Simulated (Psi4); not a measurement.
# SnNH4Cl (SMILES [NH2][SnH2][Cl]) at MP3/def2-SVP (core potential)

What is the energy change on altering one bond length of SnNH4Cl at MP3/def2-SVP (core potential)? 

The results are computed with Psi4 1.11.

7 further runs of the same task are left out: 4 that didn't finish, 3 set aside as unsound or not needed.

**1. The structure to begin with**

SnNH4Cl: 7 atoms, total charge 0, spin state singlet. SMILES: `[NH2][SnH2][Cl]`. The shape is that of a PBE0-D4/def2-TZVP optimisation. This is one conformer, not always the lowest.

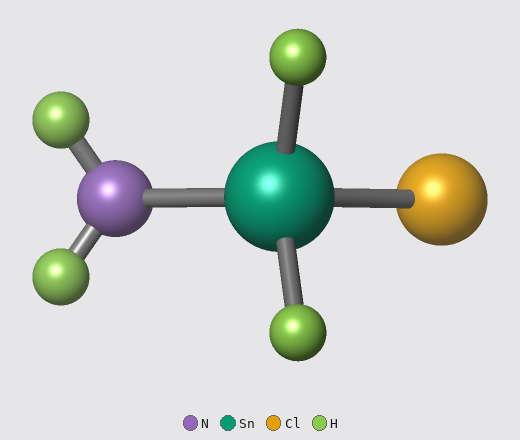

The structure, seen from a chosen angle (nitrogen purple, tin teal, chlorine amber, hydrogen green).

**2. The energy at MP3/def2-SVP (core potential)**

File job.inp:

```
memory 2200 mb

molecule geom {
  0 1
  N
  Sn 1 2.002434
  Cl 2 2.335369 1 106.55202
  H 1 1.008907 2 116.4234 3 113.96277
  H 1 1.008862 4 109.88019 2 -135.09742
  H 2 1.700375 1 110.87595 5 131.9995
  H 2 1.700417 6 116.99946 1 128.54451
  symmetry c1
  no_reorient
  no_com
}

set globals {
  puream          true
  e_convergence   1e-09
  d_convergence   1e-08
  scf_type        pk
  num_frozen_docc 10
  mp_type         conv
}

result, w = energy("mp3/def2-SVP", return_wfn=True)
```

Launch:

```sh
$ psi4 job.inp job.out -n 1
```

job.out:

```text
[...]
    !!!  WARNING: ECP capability is in beta. Please check occupations closely.  !!!
[...]
  Running in c1 symmetry.
[...]
  Nuclear repulsion =  186.923676448726980
[...]
  Multiplicity = 1
[...]
  Nalpha       = 25
  Nbeta        = 25
[...]
    Number of basis functions: 78
[...]
   @RHF iter   1:  -729.34540715816877   -1.99718e+00   6.45765e-03 DIIS/ADIIS
[...]
   @RHF iter  12:  -729.46537373540900   -1.36424e-12   2.19567e-09 DIIS
[...]
    Orbital Energies [Eh]
    ---------------------
    Doubly Occupied:
       1A   -104.756210     2A    -15.548318     3A    -10.518919
       4A     -7.993426     5A     -7.990999     6A     -7.990993
       7A     -5.898268     8A     -4.090298     9A     -4.087239
      10A     -4.086681    11A     -1.364632    12A     -1.360819
      13A     -1.356474    14A     -1.351938    15A     -1.350919
      16A     -1.101953    17A     -1.041600    18A     -0.677775
      19A     -0.651101    20A     -0.522881    21A     -0.487270
      22A     -0.478469    23A     -0.432266    24A     -0.424383
      25A     -0.404827
[...]
  @RHF Final Energy:  -729.46537373540900
   => Energetics <=
    Nuclear Repulsion Energy =            186.9236764487269795
    One-Electron Energy =               -1460.8407848629144610
    Two-Electron Energy =                 544.4517346787783936
    Total Energy =                       -729.4653737354090026
[...]
 Multipole Moments:
 ------------------------------------------------------------------------------------
     Multipole            Electronic (a.u.)      Nuclear  (a.u.)        Total (a.u.)
 ------------------------------------------------------------------------------------
 L = 1.  Multiply by 2.5417464519 to convert [e a0] to [Debye]
 Dipole X            :          0.0007544           -0.0001816            0.0005727
 Dipole Y            :         27.9275699          -26.4181292            1.5094408
 Dipole Z            :          7.0496681           -7.4464762           -0.3968081
 Magnitude           :                                                    1.5607269
[...]
	SCS-MP2 Total Energy (a.u.)        :  -729.88007727859633
	SOS-MP2 Total Energy (a.u.)        :  -729.87721389521971
[...]
	SOS-PI-MP2 Total Energy (a.u.)     :  -729.90889390751283
[...]
	MP2 Total Energy (a.u.)            :  -729.88580404534980
[...]
	SCS-MP3 Total Energy (a.u.)        :  -729.88769725698012
[...]
	MP3 Total Energy (a.u.)            :  -729.91628395888517
[...]
```

It took 4.8 s on 1 thread of Intel Xeon 6975P-C (Granite Rapids), shared host; peak memory 0.4 GiB.

**3. The distorted shape, same level**

File clh4nsn.json:

```json
{
  "schema_name": "qcschema_input",
  "schema_version": 1,
  "molecule": {
    "schema_name": "qcschema_molecule",
    "schema_version": 2,
    "symbols": ["N", "Sn", "Cl", "H", "H", "H", "H"],
    "geometry": [-1.3673548, -0.32463605, -1.73064142, 1.53356377, -0.20841789, 0.69633384, 2.07043496, -4.31838324, 2.21170522, -3.40812107, 0.91746203, -1.07052985, -0.95841807, 0.0255302, -3.55951836, 0.79751545, 1.55923192, 3.27675486, 4.27385563, 0.50098529, -0.82451774],
    "molecular_charge": 0,
    "molecular_multiplicity": 1,
    "fix_symmetry": "c1"
  },
  "driver": "energy",
  "model": {
    "method": "mp3",
    "basis": "def2-SVP"
  },
  "keywords": {
    "puream": true,
    "e_convergence": 1e-09,
    "d_convergence": 1e-08,
    "scf_type": "pk",
    "num_frozen_docc": 10,
    "mp_type": "conv"
  }
}
```

Launch:

```sh
$ psi4 --qcschema clh4nsn.json -n 1 --memory 2200MB
```

stdout:

```text
[...]
    !!!  WARNING: ECP capability is in beta. Please check occupations closely.  !!!
[...]
  Running in c1 symmetry.
[...]
  Nuclear repulsion =  185.551511936153190
[...]
  Multiplicity = 1
[...]
  Nalpha       = 25
  Nbeta        = 25
[...]
    Number of basis functions: 78
[...]
   @RHF iter   1:  -729.29225215738018   -2.10066e+00   6.31002e-03 DIIS/ADIIS
[...]
   @RHF iter  12:  -729.41591073606799   -4.88853e-12   6.19290e-09 DIIS
[...]
    Orbital Energies [Eh]
    ---------------------
    Doubly Occupied:
       1A   -104.756547     2A    -15.572476     3A    -10.519244
       4A     -7.993749     5A     -7.991319     6A     -7.991315
       7A     -5.898341     8A     -4.090320     9A     -4.087437
      10A     -4.086685    11A     -1.364633    12A     -1.360727
      13A     -1.356531    14A     -1.352099    15A     -1.350931
      16A     -1.067980    17A     -1.039277    18A     -0.675459
      19A     -0.594960    20A     -0.508778    21A     -0.484053
      22A     -0.477314    23A     -0.431683    24A     -0.424186
      25A     -0.402878
[...]
  @RHF Final Energy:  -729.41591073606799
   => Energetics <=
    Nuclear Repulsion Energy =            185.5515119361531902
    One-Electron Energy =               -1458.1770044965585384
    Two-Electron Energy =                 543.2095818243373060
    Total Energy =                       -729.4159107360679855
[...]
 Multipole Moments:
 ------------------------------------------------------------------------------------
     Multipole            Electronic (a.u.)      Nuclear  (a.u.)        Total (a.u.)
 ------------------------------------------------------------------------------------
 L = 1.  Multiply by 2.5417464519 to convert [e a0] to [Debye]
 Dipole X            :          8.5419380           -8.7087946           -0.1668566
 Dipole Y            :         27.4163541          -25.9331485            1.4832056
 Dipole Z            :         -0.2521018           -0.2401860           -0.4922878
 Magnitude           :                                                    1.5716511
[...]
	SCS-MP2 Total Energy (a.u.)        :  -729.83796579518958
	SOS-MP2 Total Energy (a.u.)        :  -729.83541353167868
[...]
	SOS-PI-MP2 Total Energy (a.u.)     :  -729.86768297749484
[...]
	MP2 Total Energy (a.u.)            :  -729.84307032221159
[...]
	SCS-MP3 Total Energy (a.u.)        :  -729.84530982016133
[...]
	MP3 Total Energy (a.u.)            :  -729.87244642209873
[...]
```

The result, in JSON:

```text
{
 "driver": "energy",
 "model": {
  "method": "mp3",
  "basis": "def2-SVP"
 },
 "success": true,
 "return_result": -729.8724464220987,
 "properties": {
  "calcinfo_nbasis": 78,
  "calcinfo_nmo": 78,
  "calcinfo_nalpha": 25,
  "calcinfo_nbeta": 25,
  "calcinfo_natom": 7,
  "nuclear_repulsion_energy": 185.5515119361532,
  "return_energy": -729.8724464220987,
  "scf_one_electron_energy": -1458.1770044965585,
  "scf_two_electron_energy": 543.2095818243373,
  "scf_dipole_moment": [-0.1668565774918953, 1.4832055751297766, -0.4922878265273072],
  "scf_total_energy": -729.415910736068,
  "scf_iterations": 12,
  "mp2_same_spin_correlation_energy": -0.10446512798154636,
  "mp2_opposite_spin_correlation_energy": -0.3226944581620544,
  "mp2_singles_energy": 0.0,
  "mp2_doubles_energy": -0.4271595861436008,
  "mp2_correlation_energy": -0.4271595861436026,
  "mp2_total_energy": -729.8430703222116
 }
}
```

Wall time 5.1 s (1 thread of Intel Xeon 6975P-C (Granite Rapids), shared host); peak memory 0.41 GiB.

**4. What came out**

At MP3/def2-SVP (core potential), 10 core orbitals frozen:

```
                                                         quantity          value
                                        first shape: total energy  -729.91628 Eh
                 first shape: HOMO energy (Hartree–Fock orbitals)      -11.02 eV
                 first shape: LUMO energy (Hartree–Fock orbitals)        3.07 eV
               first shape: HOMO–LUMO gap (Hartree–Fock orbitals)       14.08 eV
        first shape: correlation energy (10 core orbitals frozen)     -450.9 mEh
                                    distorted shape: total energy  -729.87245 Eh
             distorted shape: HOMO energy (Hartree–Fock orbitals)      -10.96 eV
             distorted shape: LUMO energy (Hartree–Fock orbitals)        2.84 eV
           distorted shape: HOMO–LUMO gap (Hartree–Fock orbitals)       13.80 eV
    distorted shape: correlation energy (10 core orbitals frozen)     -456.5 mEh
energy change with the N1–H4 bond stretched from 1.009 to 1.312 Å       1.193 eV
```

What this shows: With the N1–H4 bond stretched from 1.009 to 1.312 Å the energy rises by 1.19 eV (28 kcal/mol). The first shape isn't relaxed at this level, so the change isn't measured from a minimum.
